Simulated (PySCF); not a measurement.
**H3N (ammonia) at RPA@PBE/6-31G**

Aim: the vertical singlet–triplet gap of H3N (ammonia) at RPA@PBE/6-31G, from 2 runs. The job is set up through a Python script.

The results are computed with PySCF 2.14.0.

### 1 Starting point

H3N: 4 atoms, total charge 0, spin state singlet. As SMILES, `N`. The shape is that of a GFN2-xTB optimisation.

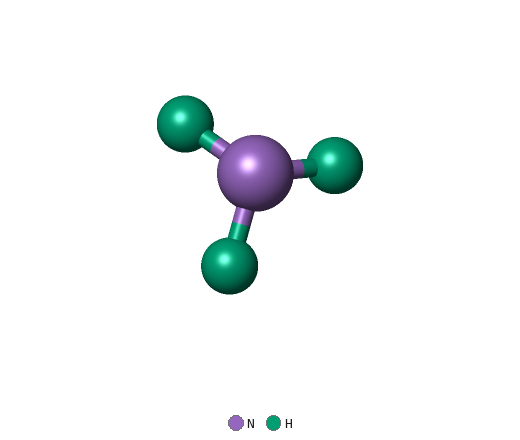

The structure, seen from a chosen angle (nitrogen purple, hydrogen teal).

### 2 A single-point energy at RPA@PBE/6-31G

job.py reads:

```python
from pyscf import gto, dft
from pyscf.gw.rpa import RPA

mol = gto.M(
    atom='N -0.068160 0.242830 0.108060; H 0.491930 -0.300470 0.753380; H -0.891960 -0.300620 -0.118350; H 0.468190 0.358250 -0.743090',
    charge=0,
    max_memory=1860,
    verbose=4,
    basis='6-31g',
)

mf = dft.RKS(mol)
mf.xc = 'pbe'
mf.grids.level = 5
mf.conv_tol = 1e-10
mf.kernel()
if not mf.converged:
    mf = mf.newton().run(mf.mo_coeff, mf.mo_occ)

rpa = RPA(mf, frozen=1)
rpa.kernel()
e_exx = mf.to_hf().energy_tot(mf.make_rdm1())
e_final = e_exx + rpa.e_corr
print('E(%s) = %.9f' % ('PBE', e_final))
```

The run is started by

```console
OMP_NUM_THREADS=1 python job.py
```

Log:

```text
PySCF version 2.14.0

[INPUT] num. atoms = 4
[INPUT] num. electrons = 10
[INPUT] charge = 0
[INPUT] spin (= nelec alpha-beta = 2S) = 0
[INPUT] symmetry False subgroup None
[INPUT] Mole.unit = angstrom
[INPUT] Symbol           X                Y                Z      unit          X                Y                Z       unit  Magmom
[INPUT]  1 N     -0.068160000000   0.242830000000   0.108060000000 AA   -0.128803732650   0.458882194828   0.204203805021 Bohr   0.0
[INPUT]  2 H      0.491930000000  -0.300470000000   0.753380000000 AA    0.929612972457  -0.567806008648   1.423681867725 Bohr   0.0
[INPUT]  3 H     -0.891960000000  -0.300620000000  -0.118350000000 AA   -1.685560114067  -0.568089467567  -0.223649086842 Bohr   0.0
[INPUT]  4 H      0.468190000000   0.358250000000  -0.743090000000 AA    0.884750874260   0.676994384125  -1.404236585903 Bohr   0.0

nuclear repulsion = 11.9453068760726
number of shells = 11
number of NR pGTOs = 34
number of NR cGTOs = 15
basis = 6-31g
ecp = {}

******** <class 'pyscf.dft.rks.RKS'> ********
method = RKS
initial guess = minao
damping factor = 0
level_shift factor = 0
DIIS = <class 'pyscf.scf.diis.CDIIS'>
diis_start_cycle = 1
diis_space = 8
diis_damp = 0
SCF conv_tol = 1e-10
SCF conv_tol_grad = None
SCF max_cycles = 50
direct_scf = True
direct_scf_tol = 1e-13
XC library pyscf.dft.libxc version 7.0.0
    S. Lehtola, C. Steigemann, M. J.T. Oliveira, and M. A.L. Marques.,  SoftwareX 7, 1–5 (2018)
XC functionals = pbe
    J. P. Perdew, K. Burke, and M. Ernzerhof.,  Phys. Rev. Lett. 77, 3865 (1996)
    J. P. Perdew, K. Burke, and M. Ernzerhof.,  Phys. Rev. Lett. 78, 1396 (1997)
    J. P. Perdew, K. Burke, and M. Ernzerhof.,  Phys. Rev. Lett. 77, 3865 (1996)
    J. P. Perdew, K. Burke, and M. Ernzerhof.,  Phys. Rev. Lett. 78, 1396 (1997)
radial grids:
    Treutler-Ahlrichs [JCP 102, 346 (1995); DOI:10.1063/1.469408] (M4) radial grids

becke partition: Becke, JCP 88, 2547 (1988); DOI:10.1063/1.454033
pruning grids: <function nwchem_prune>
grids dens level: 5
symmetrized grids: False
atomic radii adjust function: <function treutler_atomic_radii_adjust>
small_rho_cutoff = 0
Set gradient conv threshold to 1e-05
Initial guess from minao.
tot grids = 112736
init E= -56.3767390113147
  HOMO = -0.315074016646281  LUMO = 0.0316613832511767  gap/eV = 9.43515
cycle= 1 E= -56.4034403837795  delta_E= -0.0267  |g|= 0.463  |ddm|= 1.47
  HOMO = -0.0629943813339782  LUMO = 0.0895858004225818  gap/eV = 4.15192
cycle= 2 E= -56.3214558023362  delta_E= 0.082  |g|= 0.755  |ddm|= 0.946
  HOMO = -0.182105617545552  LUMO = 0.0537123651821834  gap/eV = 6.41693
cycle= 3 E= -56.4520044069507  delta_E= -0.131  |g|= 0.00975  |ddm|= 0.619
  HOMO = -0.180858843340052  LUMO = 0.0555566397092422  gap/eV = 6.43319
cycle= 4 E= -56.4520375124988  delta_E= -3.31e-05  |g|= 0.000841  |ddm|= 0.0235
  HOMO = -0.180853813761007  LUMO = 0.0553326537416312  gap/eV = 6.42696
cycle= 5 E= -56.4520376965573  delta_E= -1.84e-07  |g|= 0.000142  |ddm|= 0.00132
  HOMO = -0.180896795008701  LUMO = 0.0553106308961018  gap/eV = 6.42753
cycle= 6 E= -56.452037701053  delta_E= -4.5e-09  |g|= 2.89e-06  |ddm|= 0.000105
  HOMO = -0.180896848360621  LUMO = 0.0553107633748708  gap/eV = 6.42754
cycle= 7 E= -56.4520377010551  delta_E= -2.07e-12  |g|= 1.02e-07  |ddm|= 2.88e-06
  HOMO = -0.180896881804976  LUMO = 0.0553107373676451  gap/eV = 6.42754
Extra cycle  E= -56.4520377010551  delta_E=    0  |g|= 8.65e-08  |ddm|= 2.08e-07
converged SCF energy = -56.4520377010551

******** <class 'pyscf.gw.rpa.RPA'> ********
method = RPA
nocc = 4  nmo = 14
frozen orbitals = 1
mem_avail = 1679.21  mem_blk = 0.00  auxlen = 98

******** <class 'pyscf.df.df.DF'> ********
auxbasis = auxmol.basis = {'N': 'cc-pvdz-ri', 'H': 'cc-pvdz-ri'}
Lowest orbital energy difference:  2.3621e-01
E(RPA) = -56.3487111905685  E_corr = -0.188426521887031  E_hf = -56.1602846686815
E(PBE) = -56.347911766
```

Wall time 1.4 s (1 thread of Arm Neoverse V2, shared host); peak memory 0.17 GiB.

### 3 The triplet, same level

calc.py reads:

```python
from pyscf import gto, dft
from pyscf.gw.urpa import URPA

mol = gto.M(
    atom='N -0.068160 0.242830 0.108060; H 0.491930 -0.300470 0.753380; H -0.891960 -0.300620 -0.118350; H 0.468190 0.358250 -0.743090',
    spin=2,
    verbose=4,
    basis='6-31g',
    max_memory=1860,
)

mf = dft.UKS(mol)
mf.xc = 'pbe'
mf.grids.level = 5
mf.conv_tol = 1e-10
mf.kernel()
if not mf.converged:
    mf = mf.newton().run(mf.mo_coeff, mf.mo_occ)

rpa = URPA(mf, frozen=1)
rpa.kernel()
e_exx = mf.to_hf().energy_tot(mf.make_rdm1())
energy = e_exx + rpa.e_corr
print('E = %.10f Eh' % energy)
```

The run is started by

```console
OMP_NUM_THREADS=1 python calc.py
```

Log:

```text
PySCF version 2.14.0

[INPUT] num. atoms = 4
[INPUT] num. electrons = 10
[INPUT] charge = 0
[INPUT] spin (= nelec alpha-beta = 2S) = 2
[INPUT] symmetry False subgroup None
[INPUT] Mole.unit = angstrom
[INPUT] Symbol           X                Y                Z      unit          X                Y                Z       unit  Magmom
[INPUT]  1 N     -0.068160000000   0.242830000000   0.108060000000 AA   -0.128803732650   0.458882194828   0.204203805021 Bohr   0.0
[INPUT]  2 H      0.491930000000  -0.300470000000   0.753380000000 AA    0.929612972457  -0.567806008648   1.423681867725 Bohr   0.0
[INPUT]  3 H     -0.891960000000  -0.300620000000  -0.118350000000 AA   -1.685560114067  -0.568089467567  -0.223649086842 Bohr   0.0
[INPUT]  4 H      0.468190000000   0.358250000000  -0.743090000000 AA    0.884750874260   0.676994384125  -1.404236585903 Bohr   0.0

nuclear repulsion = 11.9453068760726
number of shells = 11
number of NR pGTOs = 34
number of NR cGTOs = 15
basis = 6-31g
ecp = {}

******** <class 'pyscf.dft.uks.UKS'> ********
method = UKS
initial guess = minao
damping factor = 0
level_shift factor = 0
DIIS = <class 'pyscf.scf.diis.CDIIS'>
diis_start_cycle = 1
diis_space = 8
diis_damp = 0
SCF conv_tol = 1e-10
SCF conv_tol_grad = None
SCF max_cycles = 50
direct_scf = True
direct_scf_tol = 1e-13
number electrons alpha = 6  beta = 4
XC library pyscf.dft.libxc version 7.0.0
    S. Lehtola, C. Steigemann, M. J.T. Oliveira, and M. A.L. Marques.,  SoftwareX 7, 1–5 (2018)
XC functionals = pbe
    J. P. Perdew, K. Burke, and M. Ernzerhof.,  Phys. Rev. Lett. 77, 3865 (1996)
    J. P. Perdew, K. Burke, and M. Ernzerhof.,  Phys. Rev. Lett. 78, 1396 (1997)
    J. P. Perdew, K. Burke, and M. Ernzerhof.,  Phys. Rev. Lett. 77, 3865 (1996)
    J. P. Perdew, K. Burke, and M. Ernzerhof.,  Phys. Rev. Lett. 78, 1396 (1997)
radial grids:
    Treutler-Ahlrichs [JCP 102, 346 (1995); DOI:10.1063/1.469408] (M4) radial grids

becke partition: Becke, JCP 88, 2547 (1988); DOI:10.1063/1.454033
pruning grids: <function nwchem_prune>
grids dens level: 5
symmetrized grids: False
atomic radii adjust function: <function treutler_atomic_radii_adjust>
small_rho_cutoff = 0
Set gradient conv threshold to 1e-05
tot grids = 112736
init E= -56.3767390113146
[... the frontier-level lines of each cycle are left out ...]


cycle= 1 E= -56.1954710458106  delta_E= 0.181  |g|= 0.0355  |ddm|= 5.01


cycle= 2 E= -56.196542971798  delta_E= -0.00107  |g|= 0.00597  |ddm|= 0.0895


cycle= 3 E= -56.1965538431556  delta_E= -1.09e-05  |g|= 0.0061  |ddm|= 0.0231


cycle= 4 E= -56.1965706508121  delta_E= -1.68e-05  |g|= 0.00114  |ddm|= 0.0118


cycle= 5 E= -56.1965714838354  delta_E= -8.33e-07  |g|= 0.000103  |ddm|= 0.00237


cycle= 6 E= -56.1965714957598  delta_E= -1.19e-08  |g|= 2.19e-05  |ddm|= 0.000391


cycle= 7 E= -56.1965714961608  delta_E= -4.01e-10  |g|= 1.79e-06  |ddm|= 7.06e-05


cycle= 8 E= -56.1965714961617  delta_E= -9.09e-13  |g|= 1.45e-06  |ddm|= 4.16e-05


Extra cycle  E= -56.1965714961611  delta_E= 6.54e-13  |g|= 1.63e-06  |ddm|= 4.26e-05
converged SCF energy = -56.1965714961611  <S^2> = 2.0004402  2S+1 = 3.0002935

******** <class 'pyscf.gw.urpa.URPA'> ********
nocc = (np.int64(5), np.int64(3)), nmo = (14, 14)
frozen orbitals 1
mem_avail = 1729.16  mem_blk = 0.00  auxlen = 98

******** <class 'pyscf.df.df.DF'> ********
auxbasis = auxmol.basis = {'H': 'cc-pvdz-ri', 'N': 'cc-pvdz-ri'}
Lowest orbital energy difference: ( 7.3720e-02,  2.1250e-01)
E(URPA) = -56.0928451507036  E_corr = -0.182442484284747  E_hf = -55.9104026664188
E = -56.0922620885 Eh
```

It took 2.1 s on 1 thread of Arm Neoverse V2, shared host; peak memory 0.17 GiB.

### 4 Summary of results

At RPA@PBE/6-31G, 1 core orbital frozen:

| quantity | value |
| --- | --- |
| singlet: total energy | -56.34791 Eh |
| singlet: dipole moment (PBE Kohn–Sham density) | 2.18 D |
| singlet: HOMO energy (PBE Kohn–Sham orbitals) | -4.92 eV |
| singlet: LUMO energy (PBE Kohn–Sham orbitals) | 1.51 eV |
| singlet: HOMO–LUMO gap (PBE Kohn–Sham orbitals) | 6.43 eV |
| singlet: RPA correlation energy (valence) | -188.4 mEh |
| triplet: total energy | -56.09226 Eh |
| triplet: dipole moment (PBE Kohn–Sham density) | 0.24 D |
| triplet: HOMO energy (PBE Kohn–Sham orbitals) (highest over α and β) | -0.16 eV |
| triplet: RPA correlation energy (valence) | -182.4 mEh |
| triplet: ⟨S²⟩ | 2.000 |
| vertical energy of the triplet above the singlet | 6.957 eV |

**Reading.** At this shape the triplet lies 6.96 eV (671 kJ/mol) above the singlet. Mulliken charges (singlet) of the mean-field density run from -0.83 on N1 to +0.28 on H2; they depend strongly on the basis.
